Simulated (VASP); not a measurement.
Band structure of Sn (beta). All values below come from PBE GGA with D4 dispersion, VASP's PBE PAW potentials (set 64) (plane waves; VASP).

Unless said otherwise, spin-orbit coupling is left out, though it shifts the bands of the heavy elements here.

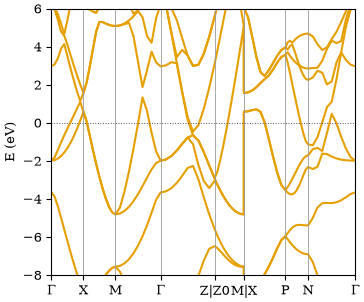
Figure: Bands along high-symmetry lines, zero at the valence-band maximum or, without a gap, the Fermi level

Q: Read the plot: is there a gap, and where are the band edges?

A: It has no gap at this level: it comes out as a metal or semimetal. (Edges off the drawn lines would not show.)

The compound is Sn in the beta structure. It was relaxed first.
